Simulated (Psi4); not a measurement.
# BPH5F (SMILES F[BH2-][PH3+]): TPSSh/def2-SVPD

Aim: the vertical electron affinity of BPH5F at TPSSh/def2-SVPD, from 2 runs. 

The results are computed with Psi4 1.11.

### Step 1. The structure to begin with

BPH5F has 8 atoms, charge 0, and is taken as a singlet. As SMILES, `F[BH2-][PH3+]`. Geometry: relaxed at GFN2-xTB.

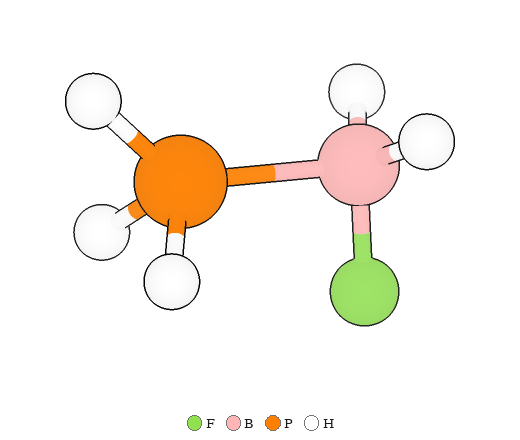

The structure, seen from a chosen angle (fluorine green, boron pink, phosphorus orange, hydrogen white).

### Step 2. The energy at TPSSh/def2-SVPD

Input file job.in:

```
memory 1600 mb

molecule {
  0 1
  F     -0.434590    -0.328940    -1.682900
  B     -0.644170     0.647040    -0.706330
  P      0.444190    -0.325730     0.673100
  H     -1.766100     0.693720    -0.323350
  H     -0.102510     1.674270    -0.947190
  H      0.796430    -0.105030     1.997980
  H      1.699420    -0.627600     0.185640
  H      0.007330    -1.627730     0.803050
  units angstrom
  symmetry c1
}

set {
  puream               true
  e_convergence        1e-09
  d_convergence        1e-08
  scf_type             pk
  dft_radial_points    99
  dft_spherical_points 590
}

e_tot, wfn = energy("tpssh/def2-SVPD", return_wfn=True)
oeprop(wfn, "DIPOLE", "MULLIKEN_CHARGES", "LOWDIN_CHARGES")
```

Run with:

```bash
psi4 job.in job.out -n 1
```

job.out:

```text
[...]
  Running in c1 symmetry.
[...]
  Nuclear repulsion =  106.588073293700049
[...]
  Multiplicity = 1
[...]
  Nalpha       = 17
  Nbeta        = 17
[...]
    Number of basis functions: 107
[...]
   @RKS iter   1:  -468.76410828165433   -2.44251e-01   4.63329e-03 DIIS/ADIIS
[...]
   @RKS iter  11:  -468.90499787962074   -3.58114e-12   1.80395e-09 DIIS
[...]
    Orbital Energies [Eh]
    ---------------------
    Doubly Occupied:
       1A    -76.980759     2A    -24.566256     3A     -6.704957
       4A     -6.547698     5A     -4.702440     6A     -4.701883
       7A     -4.698321     8A     -1.107960     9A     -0.692714
      10A     -0.507119    11A     -0.441533    12A     -0.436849
      13A     -0.406294    14A     -0.391102    15A     -0.390135
      16A     -0.289741    17A     -0.274364
[...]
  @RKS Final Energy:  -468.90499787962074
   => Energetics <=
    Nuclear Repulsion Energy =            106.5880732937000488
    One-Electron Energy =                -858.8313551120841112
    Two-Electron Energy =                 319.1991999208068478
    DFT Exchange-Correlation Energy =     -35.8609159820435082
    Empirical Dispersion Energy =           0.0000000000000000
    VV10 Nonlocal Energy =                  0.0000000000000000
    Total Energy =                       -468.9049978796207370
[...]
 Multipole Moments:
 ------------------------------------------------------------------------------------
     Multipole            Electronic (a.u.)      Nuclear  (a.u.)        Total (a.u.)
 ------------------------------------------------------------------------------------
 L = 1.  Multiply by 2.5417464519 to convert [e a0] to [Debye]
 Dipole X            :         -0.4260592            1.2374212            0.8113620
 Dipole Y            :         -0.7350448            0.2609300           -0.4741148
 Dipole Z            :         -2.3131207            3.7371037            1.4239830
 Magnitude           :                                                    1.7061128
[...]
  Mulliken Charges: (a.u.)
   Center  Symbol    Alpha    Beta     Spin     Total
       1     F     4.76394  4.76394  0.00000 -0.52788
       2     B     2.50335  2.50335  0.00000 -0.00670
       3     P     7.85192  7.85192  0.00000 -0.70385
       4     H     0.41570  0.41570  0.00000  0.16860
       5     H     0.41530  0.41530  0.00000  0.16940
       6     H     0.32812  0.32812  0.00000  0.34377
       7     H     0.36081  0.36081  0.00000  0.27838
       8     H     0.36086  0.36086  0.00000  0.27827
   Total alpha = 17.00000, Total beta = 17.00000, Total charge = -0.00000
[...]
```

It took 97 s on 1 thread of Intel Xeon Platinum 8259CL at 2.50GHz (Skylake/Cascade Lake), shared host; peak memory 0.63 GiB.

### Step 3. The doublet anion: energy and gradient at UTPSSh/def2-SVPD

Input file input.inp:

```
memory 1600 mb

molecule {
  -1 2
  F
  B 1 1.396478
  P 2 2.008391 1 93.46697
  H 2 1.186415 1 113.27588 3 -111.34135
  H 2 1.186006 4 117.60444 1 135.22425
  H 3 1.388556 2 135.71042 5 64.78056
  H 3 1.37998 6 98.10949 2 131.40728
  H 3 1.37947 7 96.5961 6 -99.16681
  symmetry c1
}

set basis def2-SVPD
set reference uks
set puream true
set e_convergence 1e-09
set d_convergence 1e-08
set scf_type pk
set dft_radial_points 99
set dft_spherical_points 590
set maxiter 200

result, w = gradient("tpssh", return_wfn=True)
oeprop(w, "QUADRUPOLE", "MULLIKEN_CHARGES", "LOWDIN_CHARGES", title="TPSSH")
```

Run with:

```bash
psi4 input.inp input.out -n 1
```

input.out:

```text
[...]
  Running in c1 symmetry.
[...]
  Nuclear repulsion =  106.588076179394804
[...]
  Multiplicity = 2
[...]
  Nalpha       = 18
  Nbeta        = 17
[...]
    Number of basis functions: 107
[...]
   @UKS iter   1:  -468.51546850166721    4.38981e-03   6.12288e-03 ADIIS/DIIS
[...]
   @UKS iter  20:  -468.84743584097379   -1.10219e-10   5.94403e-09 DIIS
[...]
   @S^2 Observed:                7.508039855E-01
[...]
  @UKS Final Energy:  -468.84743584097379
   => Energetics <=
    Nuclear Repulsion Energy =            106.5880761793948039
    One-Electron Energy =                -864.6775301927582404
    Two-Electron Energy =                 325.2207448816768647
    DFT Exchange-Correlation Energy =     -35.9787267092871872
    Empirical Dispersion Energy =           0.0000000000000000
    VV10 Nonlocal Energy =                  0.0000000000000000
    Total Energy =                       -468.8474358409737874
[...]
  -Total Gradient:
     Atom            X                  Y                   Z
    ------   -----------------  -----------------  -----------------
       1       -0.000021395555    -0.007993604518     0.028422729201
       2        0.000042985980     0.004769097263    -0.007113482136
       3       -0.000540895255    -0.005266749270    -0.024161531072
       4        0.007905310812    -0.003962594100    -0.006787068661
       5       -0.007970367757    -0.004041842380    -0.006858989726
       6        0.000014575604     0.004288453060    -0.007182107978
       7       -0.029567644211     0.006054458087     0.011397880411
       8        0.030137200193     0.006181304834     0.012254652324
[...]
 Multipole Moments:
 ------------------------------------------------------------------------------------
     Multipole            Electronic (a.u.)      Nuclear  (a.u.)        Total (a.u.)
 ------------------------------------------------------------------------------------
 L = 1.  Multiply by 2.5417464519 to convert [e a0] to [Debye]
 Dipole X            :          0.0028452           -0.0048214           -0.0019762
 Dipole Y            :          2.1439005           -2.9585279           -0.8146274
 Dipole Z            :         -3.2043394            2.6100439           -0.5942955
 Magnitude           :                                                    1.0083694
 L = 2.  Multiply by 1.3450342976 to convert [e a0^2] to [Debye ang]
 Quadrupole XX       :        -48.3379610           14.9321222          -33.4058387
 Quadrupole XY       :         -0.0117145            0.0118712            0.0001567
[...]
```

Run time: 4.1 min. Hardware: 1 thread of Intel Xeon Platinum 8259CL at 2.50GHz (Skylake/Cascade Lake), shared host; peak memory 0.62 GiB.

### Step 4. Outcome

Level: TPSSh/def2-SVPD.

| quantity | value |
| --- | --- |
| singlet BPH5F: total energy | -468.90500 Eh |
| singlet BPH5F: dipole moment | 4.34 D |
| singlet BPH5F: HOMO energy | -7.47 eV |
| singlet BPH5F: LUMO energy | -0.24 eV |
| singlet BPH5F: HOMO–LUMO gap | 7.23 eV |
| doublet anion: total energy | -468.84744 Eh |
| doublet anion: HOMO energy (highest over α and β) | 3.03 eV |
| doublet anion: LUMO energy (lowest over α and β) | 3.91 eV |
| doublet anion: ⟨S²⟩ | 0.751 |
| doublet anion: largest force on an atom | 1.703 eV/Å |
| vertical electron affinity (to the doublet anion) | -1.566 eV |

In words: The anion lies 1.57 eV (36 kcal/mol) above the neutral: the electron isn't bound at this level, and such a value depends on the basis. Mulliken charges (singlet BPH5F) run from -0.70 on P3 to +0.34 on H6; in a basis this large or diffuse they mean little. The HOMO (doublet anion) lies at positive energy, 3.03 eV; only total energies tell whether the electron is bound.
